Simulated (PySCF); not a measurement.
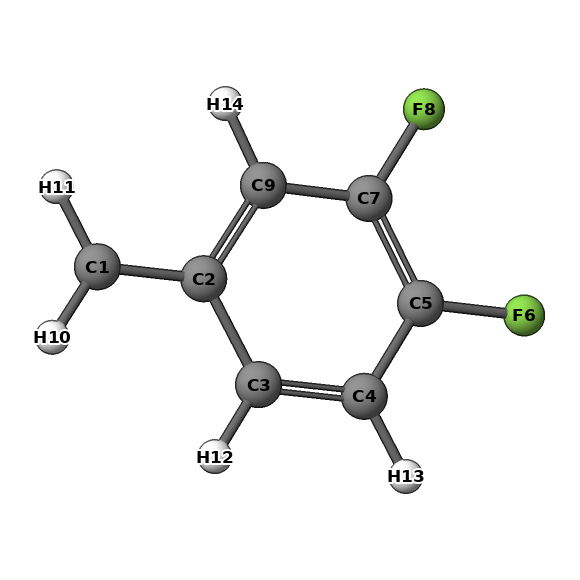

The questions are on Mulliken spin populations. The species is neutral and a spin doublet. The computed structure is the end point of a GFN2-xTB optimisation. No frequency run is at hand to confirm it as a minimum. Properties computed with UKS B3LYP, pcH-1 on C F H, non-relativistic (PySCF 2.14.0).

Question: Which atom carries the largest spin population?

Answer: C1 (0.75 e).

Question: Which atom has the lowest spin population?

Answer: C2 (−0.20 e); a negative value comes from spin polarisation.

Give the Mulliken spin populations atom by atom.

| atom | value (e) |
| --- | --- |
| C1 | 0.75 |
| C2 | −0.20 |
| C3 | 0.26 |
| C4 | −0.13 |
| C5 | 0.27 |
| F6 | 0.02 |
| C7 | −0.12 |
| F8 | −0.01 |
| C9 | 0.24 |
| H10 | −0.03 |
| H11 | −0.03 |
| H12 | −0.01 |
| H13 | 0.00 |
| H14 | −0.01 |

Mulliken values depend strongly on the basis set.
